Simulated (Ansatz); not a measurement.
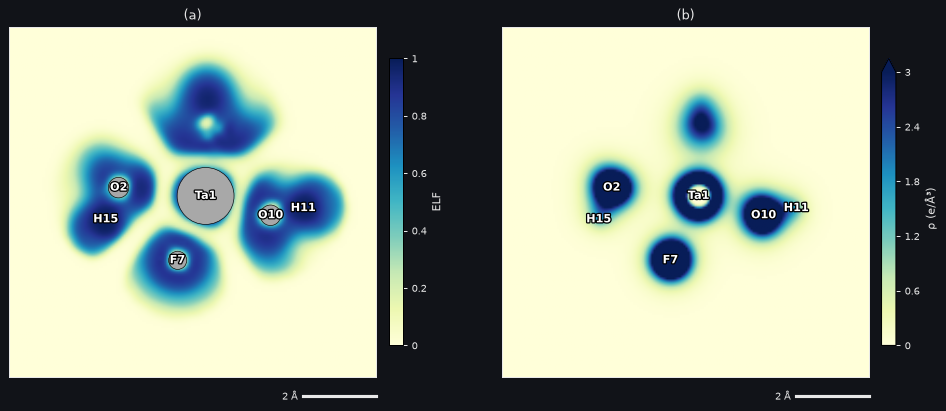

Figure. FH6NO2PTa···H2O. (a) electron localisation function; (b) electron density on the plane of atoms F7, Ta1 and O10. Grey discs cover the atomic cores in the ELF map.

Core potentials replace the inner electrons of Ta.

These are results of Ansatz, RHF/def2-SVP, not measurements.

Input

```
crystal:
  periodic: [false, false, false]
  atoms:
    - { symbol: Ta, position_ang: [-0.587983, -0.636594, 0.522094] }
    - { symbol: O, position_ang: [2.4523, 0.244091, -0.026504] }
    - { symbol: H, position_ang: [2.965014, 0.387044, 0.755589] }
    - { symbol: "N", position_ang: [-0.311882, -0.318016, 2.485094] }
    - { symbol: H, position_ang: [-0.077071, -0.954774, 3.225108] }
    - { symbol: H, position_ang: [-0.334327, 0.61983, 2.849796] }
    - { symbol: F, position_ang: [-0.160473, -1.094913, -1.292476] }
    - { symbol: O, position_ang: [-0.455561, 1.2232, 0.171933] }
    - { symbol: H, position_ang: [0.267017, 1.73234, -0.168691] }
    - { symbol: O, position_ang: [-2.343451, -1.294182, 0.479043] }
    - { symbol: H, position_ang: [-3.11473, -1.425851, 1.005415] }
    - { symbol: P, position_ang: [0.942668, -2.616701, 0.98609] }
    - { symbol: H, position_ang: [1.622199, -2.818198, -0.230212] }
    - { symbol: H, position_ang: [2.012327, -2.083207, 1.732076] }
    - { symbol: H, position_ang: [2.402052, -0.722469, -0.114155] }
basis:
  gaussian: { orbitals: def2-SVP }
hamiltonian:
  xc: hf
relax:
  f_tol: 0.03
  max_steps: 50
output:
  orbitals: {}
```

Command:

```sh
ansatz run input.yaml --threads 4 --pin off --max-ram 5120MiB --backend cpu --events-out ev --progress --plain --runs-dir out
```

The fields are those of the run's last geometry, not of the input's.

**Describe what can be read from this map.**

Atoms in the plane: Ta, O, F and H. Ta1···O2 (2.41 Å): the density falls to about 0.26 e/Å³ on the way; the ELF dips to about 0.05 between them. Ta–O (1.86 Å): ρ is about 1 e/Å³ halfway; the ELF peaks at about 0.85 in the valence shell of O, 0.5 Å from its nucleus, and drops to about 0.20 between the two atoms. Ta–F (1.93 Å): ρ is about 0.85 e/Å³ halfway; the ELF peaks at about 0.85 in the valence shell of F, 0.5 Å from its nucleus, and drops to about 0.15 between the two atoms. O–H (0.94 Å): the density is about 3.8 e/Å³ at the midpoint; the ELF climbs to about 1 towards the hydrogen, as it does in any bond to H: an ordinary covalent bond to hydrogen.
